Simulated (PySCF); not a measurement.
# C6H11N: a tour of settings, part 2 of 2

PySCF 2.14.0. Atoms count from 0. Earlier steps stand in the parts before.

### Step 6. J couplings: PBE0/IGLO-II

Job settings and geometry (Å):

```
{"job": {"kind": "j", "xc": "PBE0", "basis": "IGLO-II", "scf": {"aux": "def2-universal-jkfit"}}, "charge": 0, "multiplicity": 1}
C     -1.906218     0.773476    -0.764579
C     -1.295164     0.169267     0.243128
C     -1.988389    -0.762911     1.190981
C      0.156429     0.351651     0.498621
N      0.852444     1.397974    -0.230189
C      1.166919     0.028302    -0.548359
C      2.497858    -0.578523    -0.181864
H     -2.954095     0.629459    -0.963465
H     -1.368480     1.446280    -1.408353
H     -3.034968    -0.877005     0.923318
H     -1.927732    -0.380046     2.209644
H     -1.510960    -1.742517     1.175056
H      0.454521     0.159278     1.528378
H      1.568483     1.868835     0.314580
H      0.779748    -0.278817    -1.515243
H      2.422291    -1.664084    -0.154755
H      3.251774    -0.305267    -0.918910
H      2.826780    -0.229036     0.796075
```

Level: PBE0/IGLO-II indirect spin-spin coupling, non-relativistic, gas phase.

What it wrote:

```text
final grid: 137336 points
cycle   1  E = -289.6204630795  dE =  9.044e-01  |g| = 4.613e-01  |ddm| = 3.203e+00
cycle   2  E = -289.6177117093  dE =  2.751e-03  |g| = 4.835e-01  |ddm| = 9.215e-01
cycle   3  E = -289.6739930427  dE = -5.628e-02  |g| = 7.457e-02  |ddm| = 4.897e-01
cycle   4  E = -289.6746759634  dE = -6.829e-04  |g| = 4.747e-02  |ddm| = 8.399e-02
cycle   5  E = -289.6752023125  dE = -5.263e-04  |g| = 6.389e-03  |ddm| = 4.144e-02
cycle   6  E = -289.6752092582  dE = -6.946e-06  |g| = 3.416e-03  |ddm| = 6.910e-03
cycle   7  E = -289.6752118648  dE = -2.607e-06  |g| = 4.273e-04  |ddm| = 2.836e-03
cycle   8  E = -289.6752119029  dE = -3.810e-08  |g| = 1.477e-04  |ddm| = 5.471e-04
cycle   9  E = -289.6752119077  dE = -4.864e-09  |g| = 2.976e-05  |ddm| = 1.416e-04
cycle  10  E = -289.6752119080  dE = -2.102e-10  |g| = 7.539e-06  |ddm| = 4.278e-05
converged SCF energy = -289.6752119080

Indirect spin-spin couplings (Hz)
  i      j    bonds     total        FC       PSO       DSO        SD
  0 C    1 C    1     78.720    87.524    -9.012     0.209         -
  0 C    2 C    2      2.242     2.574    -0.286    -0.046         -
  0 C    3 C    2      0.400     0.563    -0.158    -0.005         -
  0 C    4 N    3     -2.787    -2.893     0.044    -0.011     0.073
  0 C    5 C    3      2.366     2.225     0.146    -0.005         -
  0 C    6 C    4      0.221     0.208     0.070    -0.057         -
  0 C    7 H    1    144.939   143.926     0.299     0.713         -
  0 C    8 H    1    147.992   147.145     0.083     0.764         -
  0 C    9 H    3      5.447     5.777    -0.356     0.026         -
  0 C   10 H    3      5.552     5.683     0.255    -0.386         -
  0 C   11 H    3      6.053     6.184     0.261    -0.392         -
  0 C   12 H    3      3.868     3.985     0.369    -0.485         -
  0 C   14 H    4     -0.331    -0.323    -0.202     0.194         -
  0 C   16 H    5      0.321     0.351     0.178    -0.209         -
  0 C   17 H    5      0.210     0.251     0.212    -0.252         -
  1 C    2 C    1     41.306    42.281    -1.201     0.226         -
  1 C    3 C    1     56.653    58.075    -1.735     0.313         -
  1 C    4 N    2     -4.720    -4.706     0.073    -0.006    -0.081
  1 C    5 C    2     -3.046    -2.838    -0.233     0.025         -
  1 C    6 C    3      0.042     0.068     0.020    -0.046         -
  1 C    7 H    2     -1.524     0.298    -1.427    -0.394         -
  1 C    8 H    2     -4.161    -2.231    -1.595    -0.335         -
  1 C    9 H    2     -4.849    -4.530    -0.233    -0.086         -
  1 C   10 H    2     -8.293    -8.296     0.046    -0.043         -
  1 C   11 H    2     -8.501    -8.489     0.025    -0.038         -
  1 C   12 H    2      1.048     1.309    -0.239    -0.022         -
  1 C   13 H    3      3.962     4.056     0.355    -0.449         -
  1 C   14 H    3      2.126     2.142    -0.197     0.182         -
  1 C   15 H    4      0.209     0.223     0.072    -0.086         -
  1 C   16 H    4      0.509     0.536     0.242    -0.269         -
  2 C    3 C    2      8.007     8.133    -0.162     0.036         -
  2 C    4 N    3     -0.839    -0.873     0.026     0.029    -0.021
  2 C    5 C    3      0.470     0.491     0.012    -0.033         -
  2 C    7 H    3      7.284     7.418    -0.105    -0.030         -
  2 C    8 H    3     11.231    11.342     0.383    -0.495         -
  2 C    9 H    1    119.097   117.537     0.868     0.693         -
  2 C   10 H    1    116.274   114.576     0.997     0.701         -
  2 C   11 H    1    115.872   114.172     0.993     0.707         -
  2 C   12 H    3      2.967     2.938    -0.125     0.154         -
  3 C    4 N    1      7.672     7.465     0.267    -0.095     0.034
  3 C    5 C    1     19.775    20.322    -0.817     0.271         -
  3 C    6 C    2     -0.295    -0.156    -0.134    -0.004         -
  3 C    7 H    3     10.282    10.374     0.335    -0.426         -
  3 C    8 H    3      6.693     6.664    -0.060     0.088         -
  3 C    9 H    3     11.518    11.561     0.306    -0.349         -
  3 C   10 H    3      3.184     3.220    -0.168     0.132         -
  3 C   11 H    3      2.910     2.932    -0.190     0.168         -
  3 C   12 H    1    150.544   149.267    -0.010     1.286         -
  3 C   13 H    2     -2.150    -2.242     0.438    -0.346         -
  3 C   14 H    2     -1.878    -1.971     0.244    -0.151         -
  3 C   15 H    3      1.004     1.059     0.039    -0.094         -
  3 C   16 H    3      8.849     8.933     0.325    -0.408         -
  3 C   17 H    3      2.815     2.747    -0.056     0.124         -
  4 N    5 C    1     10.830    10.091     0.709    -0.090     0.120
  4 N    6 C    2      1.153     0.942     0.210     0.015    -0.013
  4 N    7 H    4     -0.164    -0.178    -0.130     0.122     0.023
  4 N    8 H    4      0.177     0.241     0.157    -0.188    -0.033
  4 N    9 H    4     -0.774    -0.798    -0.099     0.128    -0.005
  4 N   11 H    4      0.322     0.294    -0.084     0.114    -0.002
  4 N   12 H    2      0.783     0.842    -0.241     0.129     0.053
  4 N   13 H    1    -57.523   -54.872    -2.058    -0.376    -0.216
  4 N   14 H    2     -8.565    -8.493    -0.226     0.078     0.075
  4 N   15 H    3     -1.415    -1.512    -0.089     0.199    -0.013
  4 N   16 H    3     -0.222    -0.213    -0.057     0.067    -0.019
  4 N   17 H    3     -0.860    -0.909    -0.025     0.016     0.058
  5 C    6 C    1     38.170    38.638    -0.697     0.229         -
  5 C    7 H    4     -1.973    -1.997     0.308    -0.284         -
  5 C    8 H    4     -1.752    -1.735    -0.135     0.119         -
  5 C    9 H    4     -0.181    -0.156     0.228    -0.254         -
  5 C   10 H    4     -1.465    -1.429     0.181    -0.217         -
  5 C   11 H    4     -1.427    -1.405    -0.069     0.047         -
  5 C   12 H    2     -2.163    -2.211     0.200    -0.152         -
  5 C   13 H    2     -3.663    -3.683     0.412    -0.393         -
  5 C   14 H    1    162.274   161.333    -0.264     1.205         -
  5 C   15 H    2     -4.522    -4.477    -0.012    -0.034         -
  5 C   16 H    2     -5.630    -5.583     0.001    -0.048         -
  5 C   17 H    2     -7.084    -7.116     0.099    -0.067         -
  6 C   12 H    3      3.256     3.276    -0.101     0.080         -
  6 C   13 H    3      6.560     6.566    -0.059     0.053         -
  6 C   14 H    2      4.932     5.008     0.144    -0.220         -
  6 C   15 H    1    117.313   115.707     0.938     0.668         -
  6 C   16 H    1    116.949   115.328     0.955     0.665         -
  6 C   17 H    1    115.209   113.556     0.934     0.720         -
  7 H    8 H    2     -2.950    -3.020     3.348    -3.279         -
  7 H    9 H    4     -0.350    -0.384    -1.472     1.506         -
  7 H   10 H    4     -2.923    -2.744     0.996    -1.175         -
  7 H   11 H    4     -2.963    -2.785     1.029    -1.207         -
  7 H   13 H    5     -0.222    -0.085     1.569    -1.706         -
  7 H   14 H    5      0.163     0.233     0.520    -0.590         -
  7 H   15 H    6     -0.158    -0.076     0.700    -0.782         -
  7 H   16 H    6     -0.274    -0.190     0.843    -0.927         -
  8 H   10 H    4     -2.589    -2.405     1.498    -1.682         -
  8 H   11 H    4     -2.815    -2.632     1.526    -1.708         -
  8 H   12 H    4     -0.854    -0.691     1.581    -1.744         -
  8 H   13 H    5     -0.183    -0.097     1.133    -1.219         -
  8 H   14 H    5      0.272     0.183    -1.344     1.433         -
  8 H   16 H    6     -0.269    -0.219     0.441    -0.491         -
  9 H   10 H    2    -13.617   -13.572     2.517    -2.562         -
  9 H   11 H    2    -13.545   -13.494     2.512    -2.563         -
 10 H   11 H    2    -17.609   -17.609     2.433    -2.433         -
 10 H   12 H    4     -0.475    -0.566    -1.384     1.475         -
 10 H   13 H    5     -0.159    -0.065     0.604    -0.698         -
 10 H   16 H    6     -0.204    -0.136     0.815    -0.883         -
 11 H   12 H    4     -0.485    -0.490    -0.647     0.653         -
 11 H   14 H    5      0.190     0.242    -0.103     0.051         -
 11 H   16 H    6     -0.251    -0.199     0.591    -0.643         -
 12 H   13 H    3      8.655     8.734    -0.131     0.052         -
 12 H   14 H    3      1.697     1.863     2.498    -2.663         -
 12 H   15 H    4     -0.427    -0.328     0.019    -0.119         -
 12 H   16 H    4     -0.624    -0.491     1.317    -1.451         -
 13 H   14 H    3      8.003     8.161     3.179    -3.337         -
 13 H   15 H    4     -1.218    -1.046     1.530    -1.703         -
 13 H   16 H    4     -0.438    -0.341    -0.022    -0.074         -
 13 H   17 H    4     -0.369    -0.450    -1.508     1.588         -
 14 H   15 H    3      1.707     1.830     0.344    -0.468         -
 14 H   16 H    3      2.826     2.962     0.356    -0.491         -
 14 H   17 H    3     10.225    10.408     2.597    -2.781         -
 15 H   16 H    2    -14.412   -14.372     2.584    -2.624         -
 15 H   17 H    2    -14.088   -14.033     2.455    -2.509         -
 16 H   17 H    2    -13.330   -13.284     2.473    -2.519         -
```

It took 43 s on 1 thread of Arm Neoverse V1, shared host; peak memory 0.92 GiB.

Couplings of 1 Hz or more, nine at most for each number of bonds, with means over like pairs (isotopes 13C, 1H, 15N):

```
   pair  bonds  J (Hz)  Fermi contact (Hz)  dihedral (°)
 C5–H14      1   162.3               161.3             –
 C3–H12      1   150.5               149.3             –
  C0–H8      1   148.0               147.1             –
  C0–H7      1   144.9               143.9             –
  C2–H9      1   117.1               115.4             –
 C6–H15      1   116.5               114.9             –
  C0–C1      1    78.7                87.5             –
 N4–H13      1   -57.5               -54.9             –
  C1–C3      1    56.7                58.1             –
 H9–H10      2   -14.9               -14.9             –
H15–H16      2   -13.9               -13.9             –
 N4–H14      2    -8.6                -8.5             –
  C2–C3      2     8.0                 8.1             –
  C1–H9      2    -7.2                -7.1             –
 C5–H15      2    -5.7                -5.7             –
 C6–H14      2     4.9                 5.0             –
  C1–N4      2    -4.7                -4.7             –
  C1–H8      2    -4.2                -2.2             –
  C2–H8      3    11.2                11.3           179
  C3–H7      3    10.3                10.4           179
H12–H13      3     8.7                 8.7            -1
H13–H14      3     8.0                 8.2          -147
  C2–H7      3     7.3                 7.4             0
  C3–H8      3     6.7                 6.7            -2
 C6–H13      3     6.6                 6.6            -5
  C3–H9      3     5.9                 5.9             –
  C0–H9      3     5.7                 5.9             –
  H7–H9      4    -2.1                -2.0             –
  C5–H7      4    -2.0                -2.0             –
 H8–H10      4    -1.8                -1.7             –
  C5–H8      4    -1.8                -1.7             –
  C5–H9      4    -1.0                -1.0             –
```

The spin-dipole term was solved for some atoms only; pairs without it lack that part.

Quadrupole couplings from the field gradients of the same density:

```
atom  isotope  eQq/h (MHz)     η
  N4      14N       -4.307  0.63
```

### Step 7. Run by run: electronic excitations

Excitations and ground-state properties, with basis size and wall time:

```
                          run  lowest singlet (eV)  brightest (eV)      f  gap (eV)  α (Å³)  μ (D)  functions  time
       BLYP/6-311G** in water                 5.31            6.87  0.152      5.01   14.97   2.91        192  21 s
                 PBE0/6-31G-J                 6.30            7.39  0.318      7.39    9.78   2.36        128  27 s
HSE06/def2-SVPD in chloroform                 6.13            6.72  0.260      6.38   14.63   2.71        228  55 s
 OPBE/def2-SVPD in chloroform                 5.31            5.31  0.054      5.04   14.74   2.59        228  19 s
```

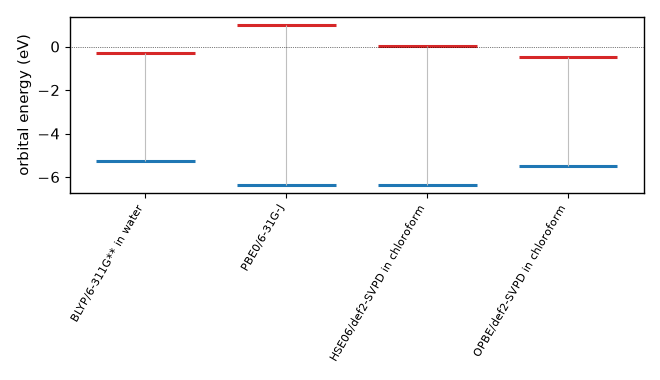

HOMO (blue) and LUMO (red) run by run.

### Step 8. Summary of results

What follows sums up all 2 parts.

| quantity | value |
| --- | --- |
| lowest singlet (BLYP/6-311G**) | 5.31 eV (234 nm), f = 0.050 |
| brightest single state of those computed | state 6, 6.87 eV, f = 0.152 |
| lowest triplet | 4.35 eV |
| largest coupling of the table (PBE0/IGLO-II) | 1J(C,H) C5–H14, 162.3 Hz |
| range of the lowest singlet | 5.31 to 6.30 eV |

In words: Single values in the summary come from the first run of each kind that ended normally (BLYP/6-311G**; PBE0/IGLO-II), which need not be the best level. The lowest singlet, at 5.31 eV, is HOMO→LUMO 0.68, HOMO−1→LUMO 0.31 and is weak; of the 12 states computed, the strongest absorption comes from state 6 at 6.87 eV. The lowest triplet lies 0.95 eV below the lowest singlet. The basis of BLYP/6-311G** has no diffuse functions, so Rydberg states are missing and the high states are unreliable. In the run at PBE0/IGLO-II, the largest coupling of the table is C5–H14, 162.3 Hz, of which the Fermi-contact term gives 161.3 Hz. Couplings across rotatable bonds belong to this one conformer; where others are populated, the observed values are averages. The lowest singlet runs from 5.31 eV (BLYP/6-311G** in water) to 6.30 eV (PBE0/6-31G-J), while the orbital gap spans 5.01 to 7.39 eV. The lowest state need not be the same one in every run. The runs solved for a few states only, so the brightest column depends on that window.
